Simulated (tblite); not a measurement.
# SiN₂H₄: geometry relaxation

System: SiN₂H₄, SMILES N[Si]N.
Method: GFN2-xTB geometry optimisation, gas phase (tblite 0.8.0).

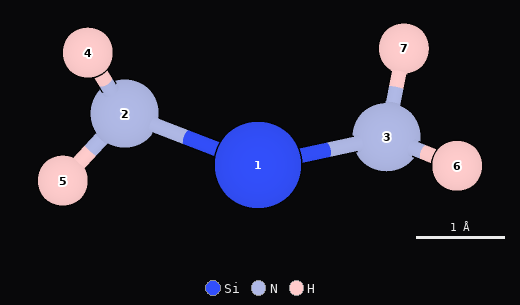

Fig. 1: The structure as given in the input (ball-and-stick view, seen at a tilt; atoms are numbered from 1 in the order of the input).

Key numbers

| quantity | value |
| --- | --- |
| outcome | converged |
| total energy | −260.9993 eV |
| hardware | 1 CPU thread, shared host |
| peak memory | 0.18 GiB |

Input file
```
{"job": {"kind": "relax", "xc": "GFN2-xTB", "basis": "xTB"}, "charge": 0, "multiplicity": 1}
Si    -0.011521     0.026424    -0.894514
N      1.466193    -0.105809     0.117949
N     -1.523419    -0.251776    -0.021446
H      1.941005     0.812309     0.087926
H      2.143394    -0.804389    -0.260350
H     -2.296348    -0.084549    -0.697561
H     -1.710296     0.406546     0.769894
```

The first line tells a small driver script what to run in tblite; the rest is the geometry in Å.

Command:
```bash
OMP_NUM_THREADS=1 python <driver script> task.json out
```

Output
```
step      E/eV     max force
  0    -260.20597    1.687
  1    -260.29042    1.067
  2    -260.34835    1.085
  3    -260.46229    0.878
  4    -260.56100    1.112
  5    -260.59357    0.613
  6    -260.62640    0.560
  7    -260.64267    0.497
  8    -260.66679    0.535
  9    -260.68605    0.503
 10    -260.70264    0.443
 11    -260.71797    0.567
 12    -260.73469    0.587
 13    -260.75558    0.351
 14    -260.76472    0.338
 15    -260.76960    0.563
 16    -260.77444    0.361
 17    -260.78787    0.313
 18    -260.79593    0.499
 19    -260.80169    0.368
 20    -260.80734    0.234
 21    -260.81163    0.280
 22    -260.81925    0.292
 23    -260.83029    0.253
 24    -260.84026    0.256
 25    -260.84801    0.267
 26    -260.85074    0.882
 27    -260.84987    0.842
 28    -260.87013    0.637
 29    -260.88210    0.361
 30    -260.89902    0.395
 31    -260.91980    1.060
 32    -260.93183    0.508
 33    -260.93973    0.181
 34    -260.94542    0.364
 35    -260.94842    0.174
 36    -260.95145    0.146
 37    -260.95327    0.152
 38    -260.95536    0.159
 39    -260.95750    0.196
 40    -260.96174    0.251
 41    -260.96801    0.286
 42    -260.97711    0.349
 43    -260.98576    0.293
 44    -260.98800    0.377
 45    -260.99077    0.239
 46    -260.99242    0.165
 47    -260.99425    0.170
 48    -260.99548    0.261
 49    -260.99667    0.249
 50    -260.99747    0.096
 51    -260.99807    0.061
 52    -260.99838    0.050
 53    -260.99864    0.038
 54    -260.99883    0.035
 55    -260.99901    0.052
 56    -260.99910    0.049
 57    -260.99919    0.033
 58    -260.99925    0.028
 59    -260.99929    0.021
 60    -260.99930    0.014
 61    -260.99931    0.008
```

Trajectory as extended XYZ (Å, eV, eV/Å), 29 of the 32 frames kept, from step=0 to step=61
```
7
Properties=species:S:1:pos:R:3:forces:R:3 step=0 energy=-260.20597
Si   -0.0115    0.0264   -0.8945    0.1300  -0.3720  -0.5660
N     1.4662   -0.1058    0.1179    0.3540   0.1620  -0.5560
N    -1.5234   -0.2518   -0.0214   -0.3150   1.6560   0.0760
H     1.9410    0.8123    0.0879   -0.2160  -0.7780   0.2780
H     2.1434   -0.8044   -0.2603   -0.8320   0.7780   0.5300
H    -2.2963   -0.0845   -0.6976    0.6210  -0.4170   0.7670
H    -1.7103    0.4065    0.7699    0.2590  -1.0280  -0.5290
7
Properties=species:S:1:pos:R:3:forces:R:3 step=2 energy=-260.34835
Si   -0.0083    0.0104   -0.9150    0.0270  -0.3550  -0.4850
N     1.4633   -0.0987    0.1000   -0.7880   0.1580  -0.0920
N    -1.5168   -0.2009   -0.0285    0.9170   0.3390  -0.4710
H     1.9374    0.7909    0.0993    0.1390   0.1280   0.2640
H     2.1196   -0.7831   -0.2441   -0.0200  -0.1260   0.0790
H    -2.2821   -0.0985   -0.6746   -0.2580  -0.1650   0.0200
H    -1.7041    0.3788    0.7649   -0.0160   0.0220   0.6850
7
Properties=species:S:1:pos:R:3:forces:R:3 step=4 energy=-260.56100
Si    0.0058   -0.0687   -1.0305    0.0920  -0.1100  -0.8250
N     1.3736   -0.0630    0.0485    0.3410   0.1000   0.3240
N    -1.4122   -0.0306   -0.0933   -1.0540   0.2090   0.2840
H     1.9413    0.7584    0.1593   -0.3100   0.6110   0.2280
H     2.0593   -0.7513   -0.1954    0.0710  -0.6770  -0.0480
H    -2.2736   -0.1535   -0.6152    0.2400  -0.0210  -0.0010
H    -1.6852    0.3075    0.8285    0.6200  -0.1120   0.0370
7
Properties=species:S:1:pos:R:3:forces:R:3 step=6 energy=-260.62640
Si    0.0059   -0.0909   -1.0833   -0.1080   0.0480   0.3670
N     1.3698   -0.0549    0.0477    0.0920  -0.0600  -0.2060
N    -1.4167    0.0132   -0.1030    0.0520   0.0400  -0.1770
H     1.9259    0.7800    0.1831   -0.3900   0.1750   0.0690
H     2.0455   -0.7720   -0.1849   -0.0850  -0.1560   0.1010
H    -2.2698   -0.1663   -0.6063   -0.1010   0.0300  -0.0270
H    -1.6515    0.2898    0.8485    0.5400  -0.0770  -0.1260
7
Properties=species:S:1:pos:R:3:forces:R:3 step=8 energy=-260.66679
Si    0.0011   -0.1078   -1.1058    0.0680   0.0830   0.4850
N     1.3687   -0.0511    0.0320   -0.1150  -0.0740  -0.3010
N    -1.4146    0.0547   -0.1257    0.0900  -0.0570  -0.0940
H     1.8837    0.8103    0.2093   -0.3250  -0.3290  -0.0710
H     2.0286   -0.8007   -0.1678   -0.0860   0.3420   0.1850
H    -2.2762   -0.1755   -0.6001    0.0070   0.1360   0.1770
H    -1.5823    0.2689    0.8600    0.3600  -0.1010  -0.3820
7
Properties=species:S:1:pos:R:3:forces:R:3 step=12 energy=-260.73469
Si    0.0046   -0.1416   -1.1369   -0.2230  -0.0770  -0.5380
N     1.3269   -0.0509   -0.0206   -0.0130  -0.0860   0.2700
N    -1.3898    0.1203   -0.1752   -0.1630  -0.1710   0.2250
H     1.7706    0.8082    0.2522   -0.0270   0.1140   0.0830
H     1.9988   -0.7918   -0.1058    0.2390  -0.0120   0.0340
H    -2.2849   -0.1645   -0.5503    0.1320   0.2090   0.1560
H    -1.4171    0.2190    0.8383    0.0570   0.0230  -0.2300
7
Properties=species:S:1:pos:R:3:forces:R:3 step=14 energy=-260.76472
Si   -0.0084   -0.1776   -1.2090   -0.0580  -0.0150  -0.0760
N     1.2847   -0.0600   -0.0438   -0.0060  -0.0290   0.1350
N    -1.3692    0.1587   -0.2042    0.2540  -0.2020   0.0950
H     1.6758    0.8049    0.2932   -0.1600   0.0840   0.0180
H     1.9930   -0.7715   -0.0488    0.1430  -0.0660  -0.0960
H    -2.2854   -0.1360   -0.4921   -0.1150   0.1370   0.0040
H    -1.2815    0.1803    0.8066   -0.0580   0.0910  -0.0800
7
Properties=species:S:1:pos:R:3:forces:R:3 step=16 energy=-260.77444
Si   -0.0145   -0.1817   -1.2245    0.2080  -0.0500   0.0410
N     1.2782   -0.0695   -0.0406   -0.1540  -0.0580  -0.0150
N    -1.3622    0.1447   -0.2071    0.2740  -0.1370  -0.1920
H     1.6417    0.8067    0.2999   -0.1270   0.0390   0.0130
H     2.0047   -0.7655   -0.0398    0.0630   0.0170  -0.1250
H    -2.2913   -0.1146   -0.4769   -0.2010   0.0960  -0.0330
H    -1.2477    0.1786    0.7909   -0.0620   0.0930   0.3100
7
Properties=species:S:1:pos:R:3:forces:R:3 step=18 energy=-260.79593
Si    0.0004   -0.1840   -1.2341    0.1980  -0.1540  -0.0420
N     1.2712   -0.0914   -0.0241    0.0060  -0.0290  -0.0230
N    -1.3438    0.0918   -0.2133   -0.3350  -0.0540   0.3660
H     1.5955    0.8101    0.2999   -0.0580  -0.1330   0.0240
H     2.0365   -0.7526   -0.0559   -0.1030   0.2180  -0.0960
H    -2.3113   -0.0694   -0.4645    0.3050   0.1320  -0.0530
H    -1.2396    0.1942    0.7938   -0.0130   0.0200  -0.1750
7
Properties=species:S:1:pos:R:3:forces:R:3 step=20 energy=-260.80734
Si    0.0107   -0.1917   -1.2387   -0.1450  -0.1480   0.1090
N     1.2632   -0.1064   -0.0135    0.0520   0.0290  -0.0120
N    -1.3411    0.0528   -0.2047    0.0240   0.0120   0.0790
H     1.5731    0.8023    0.2994   -0.0570  -0.0290   0.0870
H     2.0550   -0.7299   -0.0697   -0.0470   0.0830  -0.1070
H    -2.3110   -0.0355   -0.4625    0.1340   0.0600  -0.1300
H    -1.2409    0.2072    0.7916    0.0380  -0.0080  -0.0260
7
Properties=species:S:1:pos:R:3:forces:R:3 step=22 energy=-260.81925
Si    0.0114   -0.2224   -1.2428   -0.2070  -0.1780   0.1040
N     1.2492   -0.1247   -0.0066    0.0340   0.0490  -0.0520
N    -1.3324    0.0063   -0.1947    0.1070   0.0720  -0.1250
H     1.5149    0.7925    0.3153   -0.0340   0.0670   0.1590
H     2.0759   -0.6931   -0.0896    0.0480  -0.0220  -0.1120
H    -2.3014    0.0219   -0.4642    0.0640   0.0220  -0.0950
H    -1.2086    0.2182    0.7844   -0.0110  -0.0100   0.1220
7
Properties=species:S:1:pos:R:3:forces:R:3 step=24 energy=-260.84026
Si   -0.0020   -0.3157   -1.2393   -0.0580  -0.1630   0.0780
N     1.2264   -0.1432   -0.0094    0.1430   0.0480  -0.1300
N    -1.3176   -0.0478   -0.1728    0.0690   0.1370  -0.2050
H     1.4082    0.7740    0.3699   -0.0700   0.0100   0.1550
H     2.1005   -0.6208   -0.1428    0.1630  -0.0400  -0.0600
H    -2.2557    0.1217   -0.4873   -0.0950   0.0040   0.0730
H    -1.1508    0.2306    0.7836   -0.1520   0.0050   0.0880
7
Properties=species:S:1:pos:R:3:forces:R:3 step=26 energy=-260.85074
Si   -0.0191   -0.4217   -1.2126    0.1000  -0.0450   0.1800
N     1.2281   -0.1342   -0.0344   -0.0860   0.0700  -0.1730
N    -1.3112   -0.0428   -0.1558    0.6310  -0.0940  -0.0460
H     1.3526    0.7535    0.4332   -0.1030  -0.1090   0.0570
H     2.1097   -0.5673   -0.2057    0.5250  -0.0890  -0.0100
H    -2.2007    0.1753   -0.5247   -0.8610   0.1920  -0.0080
H    -1.1504    0.2360    0.8018   -0.2050   0.0750   0.0000
7
Properties=species:S:1:pos:R:3:forces:R:3 step=28 energy=-260.87013
Si   -0.0124   -0.4422   -1.1910    0.1440  -0.1290  -0.0990
N     1.2409   -0.1319   -0.0383    0.3440  -0.4110  -0.3440
N    -1.3064   -0.0540   -0.1537   -0.4550   0.3370   0.2150
H     1.3518    0.7418    0.4403   -0.0350   0.1880   0.2410
H     2.1336   -0.5555   -0.2343    0.1370   0.1320   0.1090
H    -2.2056    0.1913   -0.5332   -0.0860  -0.0600   0.1510
H    -1.1928    0.2493    0.8121   -0.0480  -0.0550  -0.2730
7
Properties=species:S:1:pos:R:3:forces:R:3 step=32 energy=-260.93183
Si   -0.0135   -0.5429   -1.1520   -0.0330   0.0220   0.0380
N     1.2947   -0.1036   -0.1213    0.1600  -0.2070  -0.1790
N    -1.3007    0.0485   -0.1825   -0.4820   0.1380   0.0830
H     1.3152    0.6857    0.5067   -0.0360  -0.0590   0.1040
H     2.2013   -0.5256   -0.2482   -0.0400   0.1710   0.0540
H    -2.2472    0.1943   -0.5109    0.2910  -0.1320  -0.0230
H    -1.2408    0.2423    0.8100    0.1380   0.0660  -0.0770
7
Properties=species:S:1:pos:R:3:forces:R:3 step=34 energy=-260.94542
Si   -0.0260   -0.6099   -1.1120   -0.0350   0.1070   0.0810
N     1.3094   -0.0951   -0.1549   -0.0620   0.1120   0.1030
N    -1.3072    0.0648   -0.1764    0.1550  -0.0720  -0.0710
H     1.2811    0.6455    0.5450    0.0200  -0.3210  -0.1700
H     2.2301   -0.4812   -0.2803   -0.0210   0.1080   0.0410
H    -2.2309    0.2218   -0.5321   -0.1060  -0.0650  -0.0540
H    -1.2475    0.2528    0.8125    0.0480   0.1310   0.0700
7
Properties=species:S:1:pos:R:3:forces:R:3 step=36 energy=-260.95145
Si   -0.0303   -0.6200   -1.1012   -0.0080   0.0080  -0.0890
N     1.3106   -0.0984   -0.1616    0.0300  -0.0530  -0.0090
N    -1.3105    0.0596   -0.1743    0.0800  -0.0310  -0.0120
H     1.2710    0.6176    0.5494   -0.0270  -0.0110   0.1020
H     2.2429   -0.4556   -0.2841   -0.0460   0.0240  -0.0330
H    -2.2306    0.2290   -0.5373   -0.0440  -0.0740  -0.0100
H    -1.2441    0.2665    0.8110    0.0150   0.1370   0.0490
7
Properties=species:S:1:pos:R:3:forces:R:3 step=38 energy=-260.95536
Si   -0.0344   -0.6358   -1.1081    0.0460   0.0220  -0.0690
N     1.3014   -0.1083   -0.1638    0.0650  -0.0480  -0.0070
N    -1.3055    0.0441   -0.1717   -0.0860   0.0390   0.0670
H     1.2406    0.5873    0.5642   -0.0560   0.0440   0.1390
H     2.2492   -0.4196   -0.2898   -0.0520  -0.0430  -0.0840
H    -2.2226    0.2443   -0.5372    0.0950  -0.1080   0.0670
H    -1.2197    0.2868    0.8083   -0.0120   0.0950  -0.1120
7
Properties=species:S:1:pos:R:3:forces:R:3 step=40 energy=-260.96174
Si   -0.0355   -0.6350   -1.1323    0.0550   0.0910   0.0780
N     1.2887   -0.1229   -0.1600   -0.0530   0.0670   0.0610
N    -1.2971    0.0291   -0.1686   -0.0690   0.0610   0.1000
H     1.2048    0.5535    0.5878   -0.0480  -0.0380   0.0470
H     2.2458   -0.3889   -0.2949    0.0680  -0.1030  -0.1210
H    -2.2148    0.2382   -0.5276    0.0810  -0.1030   0.0830
H    -1.1829    0.3249    0.7976   -0.0340   0.0250  -0.2470
7
Properties=species:S:1:pos:R:3:forces:R:3 step=42 energy=-260.97711
Si   -0.0295   -0.5961   -1.1658   -0.0250   0.1200   0.2400
N     1.2855   -0.1413   -0.1536   -0.2310   0.2020   0.1660
N    -1.2872    0.0298   -0.1640    0.0640   0.0130  -0.0500
H     1.1750    0.4902    0.6353    0.0540  -0.1620  -0.1020
H     2.2462   -0.3684   -0.3131    0.1730  -0.0860  -0.1040
H    -2.2232    0.1664   -0.5027   -0.0320  -0.0480   0.0400
H    -1.1579    0.4181    0.7658   -0.0020  -0.0380  -0.1910
7
Properties=species:S:1:pos:R:3:forces:R:3 step=44 energy=-260.98800
Si   -0.0243   -0.5465   -1.1626   -0.0660  -0.0510  -0.0180
N     1.3018   -0.1448   -0.1555    0.0980   0.2160   0.2930
N    -1.2894    0.0566   -0.1646   -0.1080   0.0090  -0.1220
H     1.1843    0.4191    0.6860    0.1830  -0.2060  -0.2070
H     2.2670   -0.3670   -0.3482   -0.2190   0.0620   0.0360
H    -2.2453    0.0595   -0.4827    0.0800   0.0070   0.0840
H    -1.1851    0.5217    0.7295    0.0320  -0.0370  -0.0670
7
Properties=species:S:1:pos:R:3:forces:R:3 step=46 energy=-260.99242
Si   -0.0248   -0.5321   -1.1656    0.0230  -0.0550   0.0050
N     1.3030   -0.1387   -0.1515   -0.0640   0.0540   0.0160
N    -1.2926    0.0668   -0.1720   -0.0790  -0.0240  -0.1430
H     1.2062    0.4275    0.6799    0.0720  -0.0100   0.0820
H     2.2585   -0.3831   -0.3397   -0.0120   0.0050  -0.0390
H    -2.2509    0.0425   -0.4766    0.0220   0.0170   0.0510
H    -1.1906    0.5160    0.7273    0.0380   0.0130   0.0280
7
Properties=species:S:1:pos:R:3:forces:R:3 step=48 energy=-260.99548
Si   -0.0263   -0.5357   -1.1676    0.0400   0.0100   0.0780
N     1.3035   -0.1271   -0.1589   -0.1080   0.1330   0.1970
N    -1.2928    0.0937   -0.1894   -0.0870  -0.0500  -0.0980
H     1.2135    0.3917    0.7099    0.0230  -0.0930  -0.1200
H     2.2579   -0.3734   -0.3455    0.0270  -0.0250  -0.0800
H    -2.2593    0.0091   -0.4588    0.0750   0.0360   0.0440
H    -1.1875    0.5404    0.7123    0.0300  -0.0100  -0.0220
7
Properties=species:S:1:pos:R:3:forces:R:3 step=50 energy=-260.99747
Si   -0.0255   -0.5386   -1.1628    0.0430  -0.0020   0.0350
N     1.3010   -0.1195   -0.1549    0.0160   0.0100   0.0360
N    -1.2954    0.0988   -0.1977    0.0580   0.0180   0.0720
H     1.2211    0.3837    0.7196   -0.0050  -0.0130  -0.0040
H     2.2534   -0.3725   -0.3536   -0.0380   0.0080  -0.0390
H    -2.2599    0.0017   -0.4546   -0.0860   0.0170  -0.0140
H    -1.1857    0.5451    0.7060    0.0130  -0.0390  -0.0870
7
Properties=species:S:1:pos:R:3:forces:R:3 step=54 energy=-260.99883
Si   -0.0231   -0.5564   -1.1550   -0.0120  -0.0010  -0.0100
N     1.2977   -0.1180   -0.1502   -0.0110  -0.0150  -0.0050
N    -1.2935    0.0915   -0.1984   -0.0010  -0.0050   0.0200
H     1.2114    0.3705    0.7311    0.0340   0.0010   0.0080
H     2.2497   -0.3536   -0.3669    0.0100   0.0160   0.0120
H    -2.2613    0.0176   -0.4559   -0.0160   0.0050  -0.0070
H    -1.1718    0.5471    0.6971   -0.0030  -0.0010  -0.0180
7
Properties=species:S:1:pos:R:3:forces:R:3 step=56 energy=-260.99910
Si   -0.0245   -0.5606   -1.1522    0.0110  -0.0020  -0.0140
N     1.2978   -0.1210   -0.1495    0.0010  -0.0120  -0.0030
N    -1.2944    0.0854   -0.1947   -0.0310   0.0140   0.0360
H     1.2140    0.3608    0.7354    0.0130   0.0140   0.0190
H     2.2520   -0.3414   -0.3724    0.0070  -0.0010  -0.0040
H    -2.2613    0.0212   -0.4593   -0.0050   0.0010  -0.0020
H    -1.1746    0.5544    0.6946    0.0030  -0.0130  -0.0310
7
Properties=species:S:1:pos:R:3:forces:R:3 step=58 energy=-260.99925
Si   -0.0247   -0.5588   -1.1504    0.0070  -0.0020  -0.0090
N     1.2989   -0.1225   -0.1477    0.0090  -0.0120  -0.0090
N    -1.2971    0.0825   -0.1925   -0.0220  -0.0060  -0.0100
H     1.2204    0.3566    0.7391    0.0000   0.0170   0.0220
H     2.2529   -0.3379   -0.3768    0.0010  -0.0030  -0.0070
H    -2.2632    0.0185   -0.4608    0.0030   0.0040   0.0060
H    -1.1781    0.5604    0.6909    0.0030   0.0020   0.0060
7
Properties=species:S:1:pos:R:3:forces:R:3 step=60 energy=-260.99930
Si   -0.0240   -0.5567   -1.1507   -0.0040   0.0000   0.0000
N     1.2996   -0.1236   -0.1461   -0.0020  -0.0040  -0.0030
N    -1.2987    0.0800   -0.1920    0.0040  -0.0060  -0.0130
H     1.2230    0.3600    0.7389    0.0010   0.0050   0.0070
H     2.2528   -0.3399   -0.3773    0.0020   0.0000  -0.0010
H    -2.2646    0.0192   -0.4609   -0.0020   0.0000  -0.0010
H    -1.1790    0.5598    0.6901    0.0020   0.0040   0.0120
7
Properties=species:S:1:pos:R:3:forces:R:3 step=61 energy=-260.99931
Si   -0.0239   -0.5567   -1.1510   -0.0040   0.0000   0.0010
N     1.2995   -0.1237   -0.1460   -0.0040  -0.0020   0.0000
N    -1.2987    0.0796   -0.1921    0.0060  -0.0010  -0.0050
H     1.2228    0.3615    0.7383    0.0020   0.0020   0.0030
H     2.2527   -0.3406   -0.3769    0.0030   0.0000  -0.0010
H    -2.2646    0.0202   -0.4610   -0.0050  -0.0010  -0.0040
H    -1.1788    0.5586    0.6907    0.0020   0.0010   0.0060
```
